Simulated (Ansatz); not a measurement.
# Cl$_{2}$F$_{2}$MoO: what the fields show

Input

```
crystal:
  periodic: [false, false, false]
  atoms:
    - {symbol: O, position_ang: [-0.903200, 0.018068, -1.465977]}
    - {symbol: Mo, position_ang: [-0.065704, -0.075892, -0.061355]}
    - {symbol: F, position_ang: [-1.254535, -0.699671, 1.200204]}
    - {symbol: F, position_ang: [0.593941, -1.793863, 0.024699]}
    - {symbol: Cl, position_ang: [2.037439, 0.532432, -0.635847]}
    - {symbol: Cl, position_ang: [-0.365840, 1.954926, 0.892078]}
basis:
  gaussian: {orbitals: def2-TZVPP}
hamiltonian: {xc: pbe0, dispersion: d4}
output: {orbitals: {seedname: orbitals}}
```

Run with:

```sh
ansatz run in.yaml --threads 4 --pin off --events-out ev --progress --plain --max-ram 10444MiB
```

Geometry: PBE0-D4/def2-TZVP; core potentials replace the inner electrons of Mo.

Level of theory: RKS PBE0-D4/def2-TZVPP (Ansatz 0.2.0).

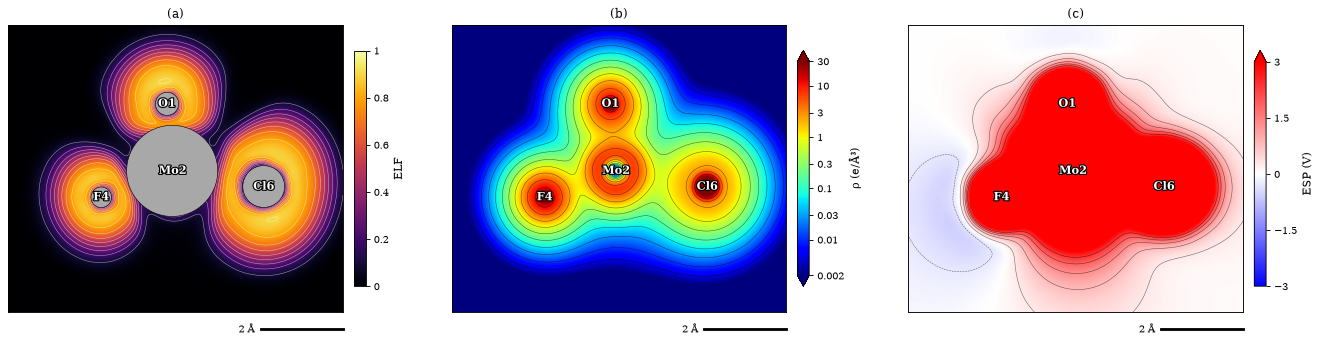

Figure 1. (a) electron localisation function; (b) electron density; (c) molecular electrostatic potential on the plane of atoms O1, Mo2 and F4. Grey discs cover the atomic cores in the ELF map.

**Read the bonding off the picture.**

Atoms in the plane: O, Mo, F and Cl. Mo–O (1.64 Å): ρ is about 2.2 e/Å³ halfway; the ELF peaks at about 0.80 in the valence shell of O, 0.5 Å from its nucleus, and drops to about 0.45 between the two atoms. Mo–F (1.84 Å): ρ is about 1.2 e/Å³ halfway; the ELF peaks at about 0.80 in the valence shell of F, 0.5 Å from its nucleus, and drops to about 0.25 between the two atoms. Mo–Cl (2.26 Å): ρ at the midpoint is about 0.75 e/Å³; the ELF peaks at about 0.85 in the valence shell of Cl, 0.8 Å from its nucleus, and is about 0.40 at the midpoint. Outside the dense part of the molecule the potential is most negative (−0.5 V) near F4.

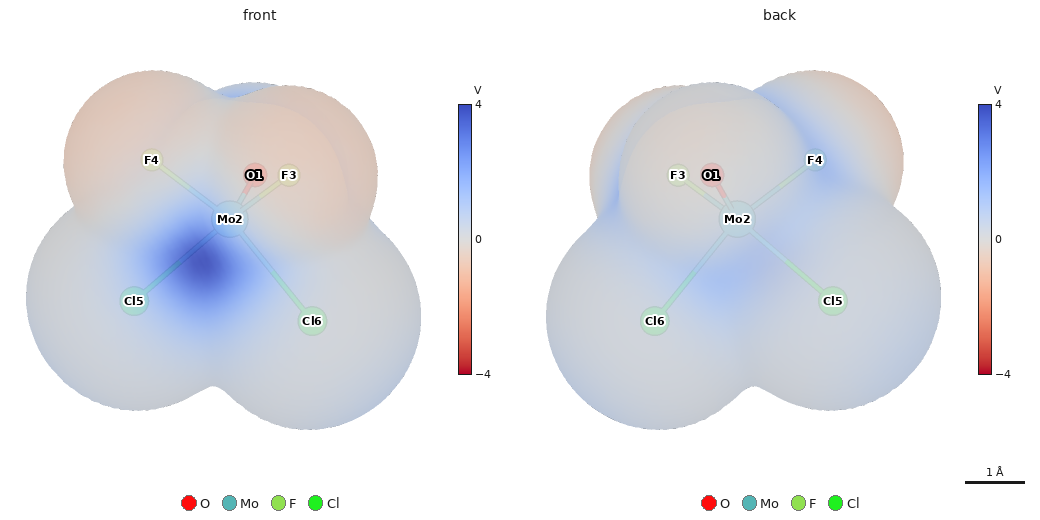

Figure 2. The molecular electrostatic potential painted on the density surface at 0.002 e/bohr³, seen from the front and from behind; the colour scale runs from red (negative) to blue (positive).

**Where is the surface potential most negative and most positive?**

The most negative region (about −0.5 V, or −12 kcal/mol for a unit charge) lies over F3 and F4, the most positive (about +3.6 V, or +83 kcal/mol for a unit charge) over Mo2.

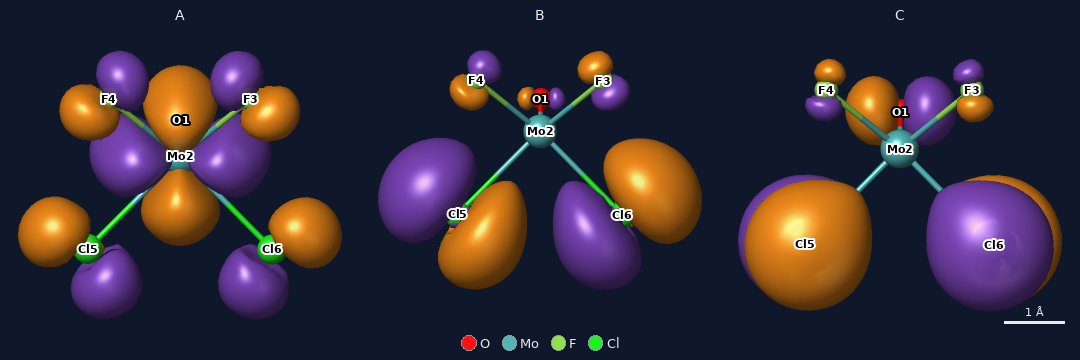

Figure 3. Three frontier orbitals at ±0.1 Å⁻³ᐟ² (orange and purple are the two phases), in no order.

**Order the three orbitals by energy and name them.**

C is the HOMO−1 (−10.04 eV). Its weight (Hirshfeld) is mainly on Cl6 (about 45 %), Cl5 (about 45 %) and O1 (about 5 %); largely a combination of lone pairs on Cl6, Cl5 and O1. B is the HOMO (−9.55 eV). Its weight (Hirshfeld) is mainly on Cl6 (about 45 %) and Cl5 (about 45 %); largely a combination of lone pairs on Cl6 and Cl5. A is the LUMO (−5.31 eV). It lies mainly on Mo2 (about 65 %), Cl5 (about 10 %), Cl6 (about 10 %), F3 (about 5 %) and F4 (about 5 %).

**What is the HOMO–LUMO gap?**

4.24 eV between the orbital energies.
